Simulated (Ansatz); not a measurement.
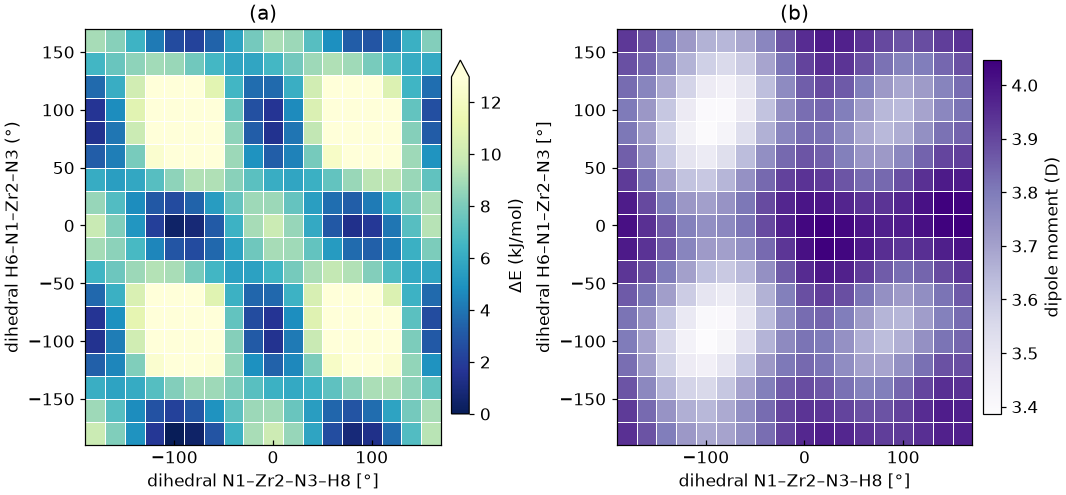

Cl₂H₄N₂Zr, SMILES [NH2][Zr]([NH2])([Cl])[Cl]. First axis: dihedral N1–Zr2–N3–H8. Second axis: dihedral H6–N1–Zr2–N3. Nothing is relaxed (all other coordinates rigid). Grid: 18 × 18 points. Points are written as (first, second). Energies: kJ/mol, counted from the lowest grid point. These are results of RKS PBE0-D4/def2-SVP in Ansatz 0.2.0, not measurements.

Panel (a) is the energy and panel (b) the computed dipole moment on the same grid.

The picture shows one coloured cell a grid point, one colour for all values above the top of the scale.

> How does the dipole moment vary over the map, and what is it at the lowest grid point?

Leaving out the highest fifth of the energies, it runs from 3.55 D at (−80°, 140°) to 4.05 D at (20°, 0°). At the lowest grid point, (−100°, −180°), it is 3.69 D.

```csv
"dihedral H6–N1–Zr2–N3 ↓, dihedral N1–Zr2–N3–H8 →",−180,−140,−100,−60,−20,20,60,100,140
140,3.88,3.76,3.58,3.59,3.81,3.95,3.88,3.78,3.84
100,3.80,3.61,3.40,3.48,3.74,3.84,3.71,3.64,3.77
60,3.86,3.61,3.48,3.64,3.84,3.85,3.73,3.77,3.90
20,3.99,3.80,3.70,3.81,3.96,4.00,3.94,3.96,4.04
−20,3.99,3.86,3.72,3.75,3.93,4.04,3.99,3.93,3.98
−60,3.87,3.71,3.50,3.54,3.79,3.92,3.82,3.72,3.82
−100,3.80,3.56,3.39,3.53,3.76,3.80,3.67,3.67,3.82
−140,3.88,3.65,3.56,3.70,3.86,3.87,3.79,3.84,3.95
−180,3.95,3.79,3.69,3.75,3.91,3.98,3.94,3.92,3.97
```

The table holds every second grid line.
